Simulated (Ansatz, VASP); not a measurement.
## HoBi2IO4: VASP beside Ansatz

Aim: how closely do two programs agree when they are given the same cell, functional and k mesh?

Calculated with Ansatz 0.2.0; plane waves, with VASP 6.6.1 beside it; single point at PBEsol and single point at PBEsol, DFT+U.

In doubt: a part-filled 4f shell, where there is one, can sit in one of many states, so energies may not be the lowest and differences between runs may mislead; derivatives with an open 4f shell can jump between states, which bears on forces and vibrations.

## 1. The starting structure

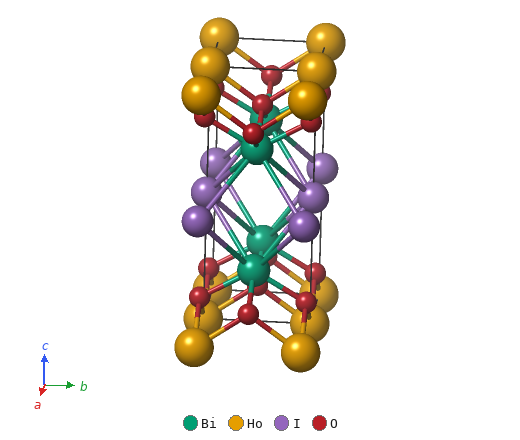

The starting structure, seen slightly off an axis (bismuth teal, holmium orange, iodine purple, oxygen red). 2×1×1 cells are drawn. Some periodic images of atoms are drawn too.

## 2. VASP: single point, PBEsol

With cell and atoms fixed, the geometry can't cause a difference; cores, projectors, grids and the points listed under the comparison can.

Lines of VASP's logs that name or quote its potential files are left out, and so is its time.

INCAR reads:

```
SYSTEM = HoBi2IO4
PREC = Normal
ENCUT = 480
EDIFF = 1E-06
NELM = 150
ISMEAR = 0
SIGMA = 0.05
LREAL = .FALSE.
ALGO = Normal
GGA = PS
NBANDS = 48
ISPIN = 2
MAGMOM = 0 0 4 0 0 0 0 0
LASPH = .TRUE.
LMAXMIX = 6
AMIX = 0.2
BMIX = 1E-04
AMIX_MAG = 0.8
BMIX_MAG = 1E-04
LORBIT = 11
LWAVE = .FALSE.
LCHARG = .FALSE.
KPAR = 2
NEDOS = 1200
```

POSCAR reads:

```
HoBi2IO4
1.0
    3.8975000000      0.0000000000      0.0000000000
    0.0000000000      3.8975000000      0.0000000000
    0.0000000000      0.0000000000      9.5590000000
Bi Ho I O
2 1 1 4
Direct
    0.5000000000      0.5000000000      0.2584000000
    0.5000000000      0.5000000000      0.7416000000
    0.0000000000      0.0000000000      0.0000000000
    0.0000000000      0.0000000000      0.5000000000
    0.0000000000      0.5000000000      0.1420000000
    0.5000000000      0.0000000000      0.1420000000
    0.0000000000      0.5000000000      0.8580000000
    0.5000000000      0.0000000000      0.8580000000
```

KPOINTS reads:

```
Automatic mesh
0
Gamma
5 5 2
0 0 0
```

PAW data sets: Bi_d, Ho, I and O (PBE family, release 64).

The run is started by

```
> mpirun -np 2 vasp_std
```

Numbers of over 12 decimals in the logs are rounded to 6 here.

The log of the run:

```text
[banner, memory and clock lines left out]
running    2 mpi-ranks, on    1 nodes
 distrk:  each k-point on    1 cores,    2 groups
 distr:  one band on    1 cores,    1 groups

 POSCAR found type information on POSCAR BiHoI O
 POSCAR found :  4 types and       8 ions
|                                                                             |
|               ----> ADVICE to this user running VASP <----                  |
|                                                                             |
|     You enforced a specific xc type in the INCAR file but a different       |
|     [... a line on the potential file left out ...]
|     I HOPE YOU KNOW WHAT YOU ARE DOING!                                     |
|                                                                             |

 LDA part: xc-table for (Slater+PW92), standard interpolation
 POSCAR, INCAR and KPOINTS ok, starting setup
 FFT: planning ... GRIDC
 FFT: planning ... GRID_SOFT
 FFT: planning ... GRID
 WAVECAR not read
 entering main loop
       N       E                     dE             d eps       ncg     rms          rms(c)
DAV:   1     0.915082755524E+03    0.91508E+03   -0.36065E+04  3504   0.649E+03
DAV:   2     0.111636859613E+03   -0.80345E+03   -0.77027E+03  3472   0.111E+03
DAV:   3    -0.461041800419E+02   -0.15774E+03   -0.14958E+03  3464   0.275E+02
DAV:   4    -0.590327063936E+02   -0.12929E+02   -0.12780E+02  3488   0.752E+01
DAV:   5    -0.613456983378E+02   -0.23130E+01   -0.22884E+01  4496   0.228E+01    0.470E+01
DAV:   6    -0.529724135789E+02    0.83733E+01   -0.22988E+01  4352   0.687E+01    0.729E+01
DAV:   7    -0.536706879404E+02   -0.69827E+00   -0.58622E+00  3232   0.158E+01    0.431E+01
DAV:   8    -0.533611447525E+02    0.30954E+00   -0.13346E+00  4320   0.334E+01    0.441E+01
DAV:   9    -0.534305331612E+02   -0.69388E-01   -0.14409E+00  4032   0.164E+01    0.359E+01
DAV:  10    -0.529713719785E+02    0.45916E+00   -0.69641E-01  3744   0.331E+01    0.341E+01
DAV:  11    -0.531688196109E+02   -0.19745E+00   -0.28723E-01  3760   0.889E+00    0.344E+01
DAV:  12    -0.532456669176E+02   -0.76847E-01   -0.55990E-02  4000   0.116E+01    0.355E+01
DAV:  13    -0.532147154346E+02    0.30951E-01   -0.37887E-02  3808   0.103E+01    0.388E+01
DAV:  14    -0.532238263469E+02   -0.91109E-02   -0.92748E-02  4176   0.407E+00    0.423E+01
[...]
DAV:  31    -0.531823356125E+02   -0.82753E-04   -0.10757E-03  4368   0.290E-01    0.227E+00
DAV:  32    -0.531823518261E+02   -0.16214E-04   -0.20948E-04  4064   0.137E-01    0.142E+00
DAV:  33    -0.531823144738E+02    0.37352E-04   -0.18323E-04  3744   0.309E-01    0.223E+00
DAV:  34    -0.531823570626E+02   -0.42589E-04   -0.32415E-04  3608   0.295E-01    0.479E-01
DAV:  35    -0.531823669516E+02   -0.98890E-05   -0.38793E-05  3696   0.904E-02    0.315E-01
DAV:  36    -0.531823756868E+02   -0.87352E-05   -0.11059E-05  3128   0.853E-02    0.142E-01
DAV:  37    -0.531823751153E+02    0.57149E-06   -0.11422E-05  3168   0.919E-02    0.819E-02
DAV:  38    -0.531823754635E+02   -0.34813E-06   -0.26557E-06  2000   0.267E-02
   1 F= -.53182375E+02 E0= -.53182375E+02  d E =-.309122E-13  mag=     4.0000
```

From OUTCAR (step 2):

```text
ion  position               nearest neighbor table
   1  0.500  0.500  0.258-   5 2.24   6 2.24   6 2.24   5 2.24   4 3.60   4 3.60   4 3.60   4 3.60
                             3 3.70   3 3.70   3 3.70   3 3.70
   2  0.500  0.500  0.742-   7 2.24   8 2.24   8 2.24   7 2.24   4 3.60   4 3.60   4 3.60   4 3.60
                             3 3.70   3 3.70   3 3.70   3 3.70
   3  0.000  0.000  0.000-   5 2.37   6 2.37   7 2.37   8 2.37   5 2.37   7 2.37   6 2.37   8 2.37
                             1 3.70   2 3.70   1 3.70   2 3.70   1 3.70   2 3.70   1 3.70   2 3.70
   4  0.000  0.000  0.500-   1 3.60   2 3.60   1 3.60   2 3.60   1 3.60   2 3.60   1 3.60   2 3.60

  LATTYP: Found a simple tetragonal cell.
 ALAT       =     3.8975000000
 C/A-ratio  =     2.4525978191

 Subroutine GETGRP returns: Found 16 space group operations
 (whereof 16 operations were pure point group operations)

The static configuration has the point symmetry D_4h.

 Found     12 irreducible k-points:

   k-points           NKPTS =     12   k-points in BZ     NKDIM =     12   number of bands    NBANDS=     48

   dimension x,y,z NGX =    24 NGY =   24 NGZ =   54
   dimension x,y,z NGXF=    48 NGYF=   48 NGZF=  108

   ENCUT  =  480.0 eV  35.28 Ry    5.94 a.u.   6.96  6.96 17.08*2*pi/ulx,y,z

   NELECT =      82.0000    total number of electrons

 k-points in reciprocal lattice and weights: Automatic mesh
   0.00000000  0.00000000  0.00000000       0.020
   0.20000000  0.00000000  0.00000000       0.080
   0.40000000  0.00000000  0.00000000       0.080
   0.20000000  0.20000000  0.00000000       0.080
   0.40000000  0.20000000  0.00000000       0.160
   0.40000000  0.40000000  0.00000000       0.080
   0.00000000  0.00000000  0.50000000       0.020
   0.20000000  0.00000000  0.50000000       0.080
   0.40000000  0.00000000  0.50000000       0.080
   0.20000000  0.20000000  0.50000000       0.080
   0.40000000  0.20000000  0.50000000       0.160
   0.40000000  0.40000000  0.50000000       0.080

 average (electrostatic) potential at core
       1-105.1236       2-105.1236       3 -35.3627       4 -89.8514       5 -69.0991
       6 -69.0991       7 -69.0991       8 -69.0991

 E-fermi :   5.6927

 spin component 1
 k-point     1 :       0.0000    0.0000    0.0000
  band No.  band energies     occupation
    ...
     39       4.0048      1.00000
     40       4.0125      1.00000
     41       4.3117      1.00000
     42       4.3117      1.00000
     43       4.3958      1.00000
     44       6.2121      0.00000
     45       8.3409      0.00000
     46       9.6808      0.00000
     47       9.6808      0.00000
     48       9.8779      0.00000

 k-point     2 :       0.2000    0.0000    0.0000
  band No.  band energies     occupation
    ...
     39       3.7790      1.00000
     40       3.8032      1.00000
     41       3.9720      1.00000
     42       4.4605      1.00000
     43       4.4920      1.00000
     44       7.5973      0.00000
     45       8.0067      0.00000
     46       9.1539      0.00000
     47       9.9496      0.00000
     48      10.2879      0.00000

 k-point     3 :       0.4000    0.0000    0.0000
  band No.  band energies     occupation
    ...
     39       3.5864      1.00000
     40       3.7509      1.00000
     41       4.2021      1.00000
     42       4.3651      1.00000
     43       4.7454      1.00000
     44       7.8522      0.00000
     45       8.9156      0.00000
     46       9.3363      0.00000
     47       9.6796      0.00000
     48      10.4756      0.00000

 k-point     4 :       0.2000    0.2000    0.0000
  band No.  band energies     occupation
    ...
     39       3.5294      1.00000
     40       3.9734      1.00000
     41       4.0055      1.00000
     42       4.2527      1.00000
     43       4.2593      1.00000
     44       7.8570      0.00000
     45       8.4647      0.00000
     46       8.9900      0.00000
     47       9.1091      0.00000
     48      10.1732      0.00000

 k-point     5 :       0.4000    0.2000    0.0000
  band No.  band energies     occupation
    ...
     39       3.4924      1.00000
     40       3.7070      1.00000
     41       3.7331      1.00000
     42       4.0195      1.00000
     43       4.0323      1.00000
     44       8.0141      0.00000
     45       8.9370      0.00000
     46       8.9792      0.00000
     47       9.5738      0.00000
     48       9.8932      0.00000

 k-point     6 :       0.4000    0.4000    0.0000
  band No.  band energies     occupation
    ...
     39       3.4620      1.00000
     40       3.5098      1.00000
     41       3.5873      1.00000
     42       3.7464      1.00000
     43       4.4821      1.00000
     44       8.0859      0.00000
     45       8.2053      0.00000
     46       8.3103      0.00000
     47       9.0940      0.00000
     48       9.5799      0.00000

  Total       -0.9157436     -0.9157436     -0.8735234      0.0000000      0.0000000      0.0000000
  in kB      -10.1041496    -10.1041496     -9.6382998      0.0000000      0.0000000      0.0000000
  external PRESSURE =      -9.9488663 kB  Pullay stress =       0.0000000 kB

  energy-cutoff  :      480.00
  volume of cell :      145.21
      direct lattice vectors                 reciprocal lattice vectors
     3.897500000  0.000000000  0.000000000     0.256574727  0.000000000  0.000000000
     0.000000000  3.897500000  0.000000000     0.000000000  0.256574727  0.000000000
     0.000000000  0.000000000  9.559000000     0.000000000  0.000000000  0.104613453

 POSITION                                       TOTAL-FORCE (eV/Angst)
 -----------------------------------------------------------------------------------
      1.94875      1.94875      2.47005        -0.000000     -0.000000     -0.112274
      1.94875      1.94875      7.08895         0.000000     -0.000000      0.112274
      0.00000      0.00000      0.00000        -0.000000      0.000000      0.000000
      0.00000      0.00000      4.77950        -0.000000      0.000000      0.000000
      0.00000      1.94875      1.35738        -0.000000      0.000000      0.092301
      1.94875      0.00000      1.35738        -0.000000      0.000000      0.092301
      0.00000      1.94875      8.20162        -0.000000      0.000000     -0.092301
      1.94875      0.00000      8.20162        -0.000000      0.000000     -0.092301
 -----------------------------------------------------------------------------------
    total drift:                                0.000000     -0.000000      0.000000

  FREE ENERGIE OF THE ION-ELECTRON SYSTEM (eV)
  ---------------------------------------------------
  free  energy   TOTEN  =       -53.1823754635 eV

  energy  without entropy=      -53.1823754635  energy(sigma->0) =      -53.18237546

 total charge
# of ion       s       p       d       f       tot
--------------------------------------------------
    1        1.591   0.964  10.032   0.000  12.587
    2        1.591   0.964  10.032   0.000  12.587
    3        2.058   5.779   0.436  10.095  18.368
    4        1.507   2.788   0.013   0.000   4.308
    5        1.570   3.425   0.000   0.000   4.995
    6        1.570   3.425   0.000   0.000   4.995
    7        1.570   3.425   0.000   0.000   4.995
    8        1.570   3.425   0.000   0.000   4.995
--------------------------------------------------
tot         13.029  24.194  20.512  10.095  67.830

 magnetization (x)
# of ion       s       p       d       f       tot
--------------------------------------------------
    1        0.001  -0.001   0.000   0.000  -0.000
    2        0.001  -0.001   0.000   0.000  -0.000
    3        0.001  -0.027   0.012   3.840   3.826
    4        0.000   0.002  -0.000   0.000   0.002
    5        0.001   0.023   0.000   0.000   0.024
    6        0.001   0.023   0.000   0.000   0.024
    7        0.001   0.023   0.000   0.000   0.024
    8        0.001   0.023   0.000   0.000   0.024
--------------------------------------------------
tot          0.006   0.065   0.012   3.840   3.923

[... 6 further parts left out ...]
```

The run ends at a pressure of -0.99 GPa, with forces up to 0.11 eV/Å.

(Continued in part 2 of 3.)

[Lines on the potential files, build, host, timing and source positions are cut from VASP's logs without a mark.]

[Logs are printed without paths, hosts, clocks, repeated set-up lines and the standing remarks that a program may print on its own settings, such as how far it seeks lower states.]

[Hosts, paths, dates, database ids (printed as entryN), source tags and the programs' standing remarks are cut or masked in the printed files.]
